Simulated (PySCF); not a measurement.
## A study: C4H6, triplet, SMILES `[CH2]C([CH2])=C`

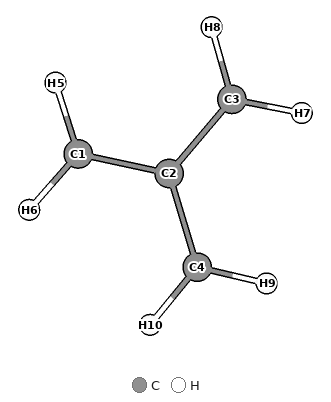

The molecule, with its atoms numbered as below. No frequency check shows the geometry to be a minimum.

Coordinates in Å:

```
C1       1.3542   -0.3628    0.0000
C2       0.0000   -0.0000    0.0000
C3      -0.9913   -0.9913    0.0000
C4      -0.3629    1.3542    0.0000
H5       1.6504   -1.3951    0.0000
H6       2.1269    0.3830    0.0000
H7      -2.0334   -0.7318    0.0000
H8      -0.7317   -2.0334    0.0000
H9      -1.3951    1.6504    0.0000
H10      0.3830    2.1269    0.0000
```

### 1. Bonding charge

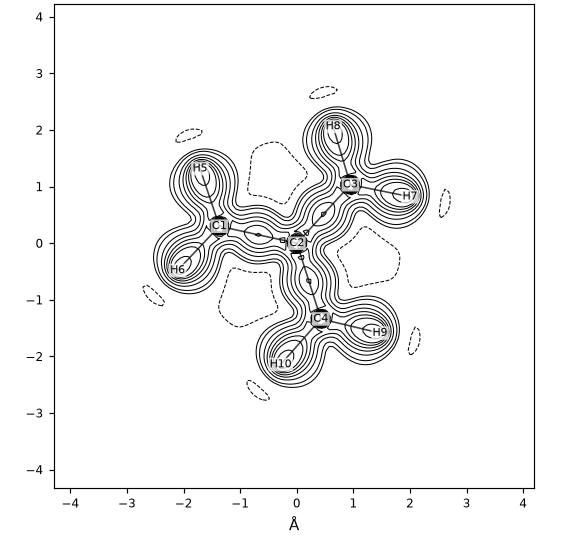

Deformation density (molecule less spherical, spin-averaged free atoms) in the molecular plane; contours at ±0.05 to ±0.8 e/Å³; solid lines: gain, dashed lines: loss.

Computed with PySCF, PBE0/6-311+G**, geometry: GFN2-xTB. The stability of the open-shell solution wasn't checked. GFN2-xTB doesn't know the spin state, so this open-shell geometry is rough.

Describe the bonding that the map shows.

Answer. C3–H7, C4–H9, C1–H6, C1–H5 and 2 more like them: +0.73 e/Å³ at the bond critical point (bond length 1.07 Å). C2–C3, C1–C2 and C2–C4: +0.61 e/Å³ at the bond critical point (bond length 1.40 Å). In all, 2.2 electrons gather in the regions of gain relative to the promolecule.

Where do the Hirshfeld charges lie?

Answer. The highest Hirshfeld charge is on H5, H6, H7, H8, H9 and H10 (+0.04 e), the lowest on C1, C3 and C4 (−0.08 e).

### 2. Bond critical points

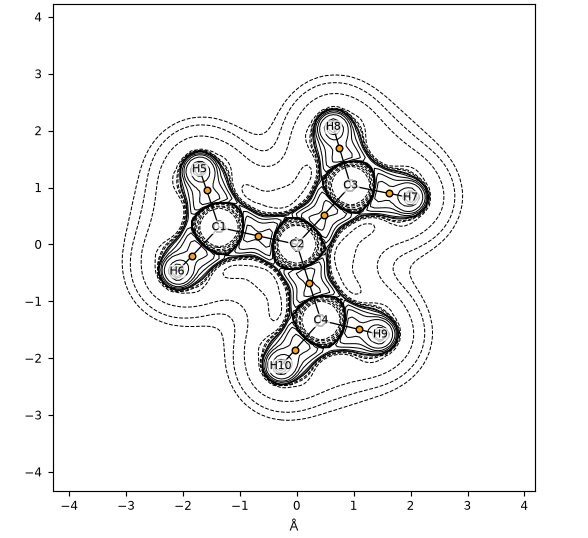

Negative Laplacian of the density (−∇²ρ) in the molecular plane (solid lines positive, dashed lines negative, contours at ±0.02 to ±8 a.u.), with bond paths and bond critical points (dots).

At which bond critical points in this plane is charge locally concentrated, and at which depleted?

Answer. Concentrated (∇²ρ < 0): C2–C3, C1–C2 and C2–C4 (−0.85 a.u.); C3–H7, C4–H9, C1–H6, C1–H5 and 2 more like them (−0.99 a.u.). At none is it depleted.

Where along C3–H7 does the critical point lie?

Answer. 0.69 Å from C3 and 0.39 Å from H7.

### 3. Local ionisation energy

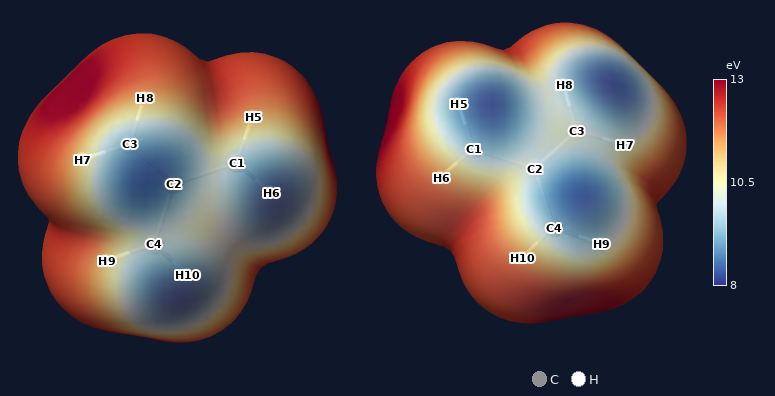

Average local ionisation energy on the surface of electron density 0.001 a.u. (back view left, front view right).

Locate the minima of the map.

Answer. The lowest value is 8.3 eV, off the molecular plane, over C4 (2.0 Å), and at like points elsewhere. For comparison, the highest occupied orbital lies at −6.2 eV.

What volume does the surface enclose, and what is the dipole moment?

Answer. About 100 Å³; the dipole moment is 0.0 D.

### 4. Spin density

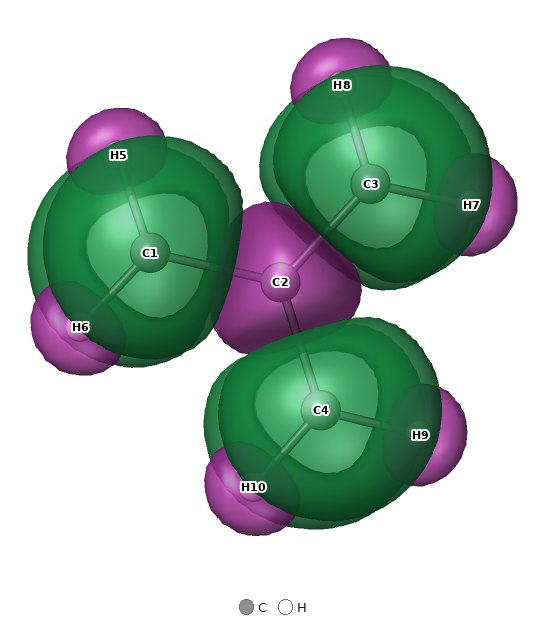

Spin density ρα − ρβ at ±0.01 e/Å³ (green: excess α, purple: excess β).

Where is the unpaired spin?

Answer. Hirshfeld spin populations: C1, C3 and C4 +0.58 and H5, H6, H7, H8, H9 and H10 +0.04. ⟨S²⟩ = 2.04, against 2.00 for a pure state. The picture also shows regions of β spin from spin polarisation; the Hirshfeld sums, whose atoms overlap, net them against the α spin of neighbours.

### 5. In an electric field

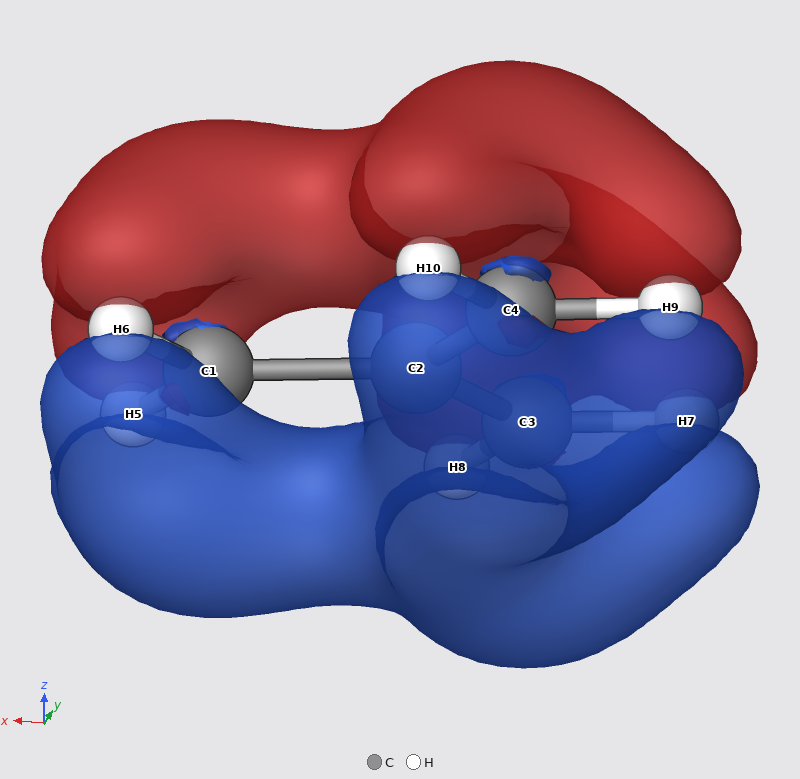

Change of the electron density in a uniform field of 0.26 V/Å, surfaces at ±0.001 e/Å³ (red: gain, blue: loss).

PySCF calculation, B3LYP/def2-SVPD, gas phase; geometry: GFN2-xTB. The stability of the open-shell solution wasn't checked. GFN2-xTB doesn't know the spin state, so this open-shell geometry is rough.

Along which Cartesian direction does the field point?

Answer. Along −z: electrons gather on the +z side, against the field.

How large is the response?

Answer. The induced dipole is 0.44 D (along the field); α along this axis, from the fields in both directions, is 35 bohr³ (5.2 Å³).

Which atoms gain and lose the most charge?

Answer. Hardly any: no atom's Hirshfeld charge changes by as much as 0.002 e. The density shifts from one side of each atom to the other; 0.045 electrons are displaced in all.
